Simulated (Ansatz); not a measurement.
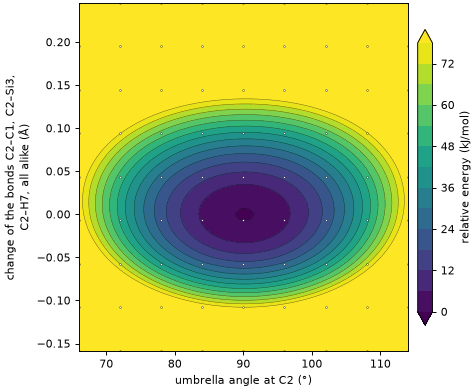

C₂H₅O₂Si, SMILES [CH]=C[SiH](O)O, spin multiplicity 2. The first coordinate is: umbrella angle at C2 (between each of its bonds and their common axis; 90 is planar); the second: change of the bonds C2–C1, C2–Si3, C2–H7, all alike. Nothing is relaxed (all other coordinates rigid). The scan uses a 9 × 9 grid. Points are written as (first, second). Energies: kJ/mol, counted from the lowest grid point. Level of theory: Ansatz, UKS PBE-D4/def2-SVP.

In the figure: filled contours, dots at the grid points, one colour for all values above the top of the scale. Between grid points the surface is interpolated.

### Where is the minimum, and how stiff is the well along each coordinate?

The interpolated minimum is at the first coordinate ≈ 90.2°, the second coordinate ≈ 0.000 Å. The curvatures there are about 9.5 eV/rad² and 114 eV/Å², with a cross term of about 0 eV/(rad·Å). Round the minimum the two coordinates are nearly uncoupled. (1 eV is 96.5 kJ/mol.)
